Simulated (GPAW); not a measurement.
# BClF (SMILES F[B]Cl): a first try and a second

Wanted: energy and one-electron properties of BClF, ULDA (PW92)/real-space grid (scalar-relativistic datasets).

The calculation is run with GPAW 26.7.0.

### 1 The molecule

BClF: 3 atoms, total charge 0, spin state doublet. As SMILES, `F[B]Cl`. The shape is that of a GFN2-xTB optimisation.

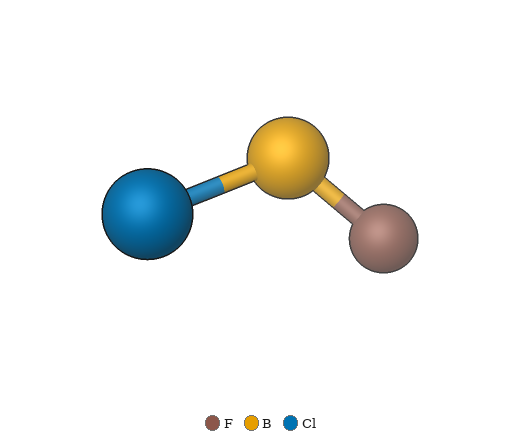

The structure, seen from a chosen angle (fluorine brown, boron amber, chlorine blue).

### 2 The input as first written

bclf.xyz reads:

```xyz
3

F      0.525930     1.064250     0.395700
B     -0.391190     0.306940    -0.178100
Cl    -0.134740    -1.371190    -0.217610
```

bclf_sp.py reads:

```python
import numpy as np
from ase.io import read
from ase.units import Debye
from gpaw import GPAW

# Set up the molecule
atoms = read("bclf.xyz")
atoms.center(vacuum=4.5)
atoms.set_initial_magnetic_moments([0.333333, 0.333333, 0.333333])

# Calculator
calc = GPAW(mode="fd",
            xc="LDA",
            symmetry="off",
            maxiter=77,
            occupations={"name": "fermi-dirac", "width": 0.02, "fixmagmom": True},
            h=0.2,
            poissonsolver={"name": "fft"},
            txt="-")
atoms.calc = calc

energy = atoms.get_potential_energy()
print(f"Energy = {energy:.5f} eV")
forces = atoms.get_forces()
print("Forces (eV/Ang)")
for symbol, f in zip(atoms.symbols, forces):
    print(f'{symbol:2} {f[0]:9.4f} {f[1]:9.4f} {f[2]:9.4f}')
dipole = atoms.get_dipole_moment() / Debye
print(f"Dipole: {np.linalg.norm(dipole):.3f} D")
```

The run is started by

```sh
$ python bclf_sp.py
```

Log:

```text
__  _  _
 | _ |_)|_||  |
 |__||  | ||/\| - 26.7.0

units:  Angstrom and eV
cores:  1
OpenMP: False

Versions:
  Python: 3.12.14
  ASE:    3.29.0
  Numpy:  2.5.5
  Scipy:  1.18.1
  Libxc:  7.0.0

        _gpaw.cpython-312-x86_64-linux-gnu.so

Input parameters:
  mode=FD(),
  h=0.2,
  maxiter=77,
  occupations=Occupations(name='fermi-dirac', width=0.02, fixmagmom=True),
  poissonsolver=PoissonSolver(name='fft'),
  symmetry=Symmetry(point_group=False, time_reversal=False),
  xc=XC(name='LDA')
Traceback (most recent call last):
NotImplementedError

During handling of the above exception, another exception occurred:

AssertionError
```

Run time: 0.52 s. Hardware: 1 thread of Intel Xeon 6975P-C (Granite Rapids), shared host; peak memory 0.2 GiB.

### 3 What went wrong

The program refused the input.

The telling line is `NotImplementedError`. Cause: the Poisson solver doesn't suit an isolated molecule.

### 4 Try two

BClF.xyz reads:

```xyz
3

F      0.525930     1.064250     0.395700
B     -0.391190     0.306940    -0.178100
Cl    -0.134740    -1.371190    -0.217610
```

run.py reads:

```python
import numpy as np
from ase.io import read
from ase.units import Debye
from gpaw import GPAW

atoms = read('BClF.xyz')
atoms.center(vacuum=4.5)
atoms.set_initial_magnetic_moments([0.333333, 0.333333, 0.333333])

calculator = GPAW(mode='fd',
                  h=0.2,
                  xc='LDA',
                  occupations={'name': 'fermi-dirac', 'width': 0.02, 'fixmagmom': True},
                  maxiter=100,
                  symmetry='off',
                  txt='-')
atoms.calc = calculator

energy = atoms.get_potential_energy()
print(f'Energy                  {energy:.5f} eV')
forces = atoms.get_forces()
print('Forces (eV/Ang)')
for symbol, f in zip(atoms.symbols, forces):
    print(f'{symbol:2} {f[0]:9.4f} {f[1]:9.4f} {f[2]:9.4f}')
dipole = atoms.get_dipole_moment() / Debye
print(f'Dipole                  {np.linalg.norm(dipole):.3f} D')
```

The run is started by

```sh
$ python run.py > run.log
```

Log:

```text
[...]
Number of symmetries: 1
[...]
  Number of IBZ points: 1
[...]
Spin-components: 2 (collinear spins)
Bands:           12
[...]
  Valence electrons: 17.0
[...]
  Grid points: [48 56 48]
  Charge: 0.0  # |e|
[...]
    cutoffs:
[...]
occupation numbers:
  Fixed magnetic moment: 1.000
[...]
xc functional:
  name: None
[...]
|iter     |     time |      energy | eigst |  dens |  magmom |
[...]
|iter:   1| 00:00:02 |  -14.086014 | +0.93 |       |  +0.9950|
[...]
|iter:  14| 00:00:12 |  -14.014277c| -7.55c| -5.53c|  +1.0000|
Converged in 14 steps
[...]
Energy contributions relative to reference atoms: (reference = -15880.702709)
Energy contributions:
  Kinetic:          17.102487
  Coulomb:         -17.714593
  Zero:              0.651009
  External:          0.000000
  Xc:              -14.053180
  Entropy:          -0.000000
  Spinorbit:         0.000000
  ----------------------------
  Free energy:     -14.014277
  Extrapolated:    -14.014277
dipole moment: (-0.012791, -0.086084, -0.016224)  # |e|*Ang
Total magnetic moment: (0.000000, 0.000000, 0.999999)
Local magnetic moments
|        x |        y |        z |
|----------|----------|----------|
| 0.000000 | 0.000000 | 0.041737 |  # F    0
| 0.000000 | 0.000000 | 0.164167 |  # B    1
| 0.000000 | 0.000000 | 0.049012 |  # Cl   2
Fermi levels: -5.287, -4.094
Eigenvalues  # (at kpt = [0.000, 0.000, 0.000])
| band index |      eig [eV] | occ [0-1] |      eig [eV] | occ [0-1] |
|------------|---------------|-----------|---------------|-----------|
|          0 |       -31.176 |     1.000 |       -31.057 |     1.000 |
|          1 |       -22.044 |     1.000 |       -21.913 |     1.000 |
|          2 |       -14.490 |     1.000 |       -14.321 |     1.000 |
|          3 |       -12.548 |     1.000 |       -12.337 |     1.000 |
|          4 |       -12.178 |     1.000 |       -12.056 |     1.000 |
|          5 |       -11.592 |     1.000 |       -11.231 |     1.000 |
|          6 |        -9.277 |     1.000 |        -9.206 |     1.000 |
|          7 |        -8.916 |     1.000 |        -8.792 |     1.000 |
|          8 |        -5.577 |     1.000 |        -3.803 |     0.000 |
|          9 |        -2.749 |     0.000 |        -1.988 |     0.000 |
|         10 |         0.072 |     0.000 |         0.252 |     0.000 |
|         11 |         0.578 |     0.000 |         0.766 |     0.000 |
Gap: 1.773 eV
Transition (v -> c):
[...]
Force computation time: 0.025  # s
Forces (eV/Ang)
F    -0.4610   -0.1051   -0.4677
B     0.8763    0.8492    0.5569
Cl   -0.1165   -0.6758   -0.1595
Dipole                  0.425 D
```

Wall time 12 s (1 thread of Intel Xeon 6975P-C (Granite Rapids), shared host); peak memory 0.43 GiB.

### 5 Results

Level: ULDA (PW92)/real-space grid (scalar-relativistic datasets).

| quantity | value |
| --- | --- |
| energy as printed (from the program's reference atoms) | -14.0143 eV |
| dipole moment | 0.43 D |
| HOMO energy (highest over α and β) | -5.58 eV |
| LUMO energy (lowest over α and β) | -3.80 eV |
